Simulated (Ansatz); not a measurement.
Input

```
crystal:
  periodic: [false, false, false]
  atoms:
    - { symbol: Sn, position_ang: [0.0, 0.0, 0.0] }
    - { symbol: C, position_ang: [0.0, 0.0, 2.5] }
    - { symbol: H, position_ang: [-0.9996, -0.3092, 2.8705] }
    - { symbol: H, position_ang: [0.7676, -0.7111, 2.8705] }
    - { symbol: H, position_ang: [0.232, 1.0203, 2.8705] }
    - { symbol: H, position_ang: [1.6408, 0.0, -0.5794] }
    - { symbol: H, position_ang: [-0.8195, 1.4198, -0.5794] }
    - { symbol: H, position_ang: [-0.8195, -1.4198, -0.5794] }
    - { symbol: Cl, position_ang: [1.4213, 2.1433, 0.8545] }
    - { symbol: H, position_ang: [0.7721, 1.1643, 2.1403] }
basis:
  gaussian: { orbitals: def2-SVP }
hamiltonian:
  xc: pbe
  dispersion: d4
relax:
  f_tol: 0.15
  max_steps: 25
  restrain:
    - { distance: [0, 8], at: 2.41, k: 30.0 }
    - { distance: [9, 1], at: 1.11, k: 30.0 }
    - { distance: [0, 1], at: 3.35, k: 30.0 }
    - { distance: [9, 8], at: 2.57, k: 30.0 }
output:
  orbitals: {}
```

Launched as:

```sh
ansatz run input.yaml --threads 2 --pin off --max-ram 3072MiB --backend cpu --events-out ev --progress --plain --runs-dir out
```

The fields are those of the run's last geometry, not of the input's.

Core potentials replace the inner electrons of Sn.

Computed with Ansatz 0.2.0, RKS PBE-D4/def2-SVP.

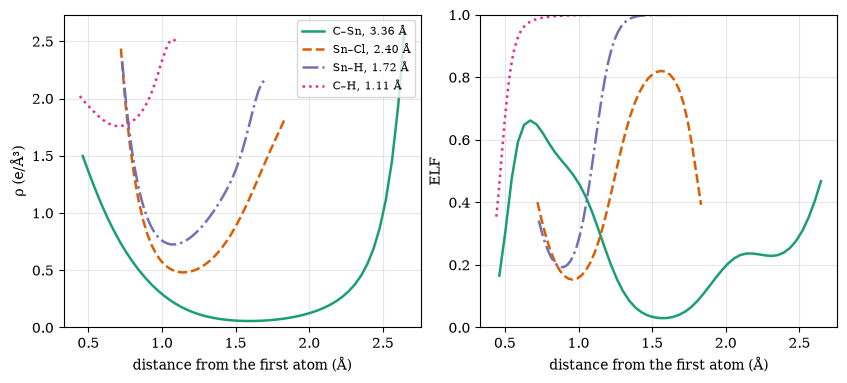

ClH3Sn···CH4. Electron density and ELF along straight lines between neighbouring atoms. The curves leave out the atomic cores.

> What can be read from the curves?

C2···Sn1 (3.36 Å): the density falls to about 0.06 e/Å³ on the way; the ELF dips to about 0 between them.
Sn–Cl (2.40 Å): ρ is about 0.49 e/Å³ halfway; the ELF peaks at about 0.80 in the valence shell of Cl, 0.8 Å from its nucleus, and drops to about 0.15 between the two atoms.
Sn–H (1.72 Å): ρ is about 1.1 e/Å³ halfway; the ELF climbs to about 1 towards the hydrogen.
C–H (1.11 Å): ρ is about 1.9 e/Å³ halfway; the ELF climbs to about 1 towards the hydrogen; a covalent bond by its length.
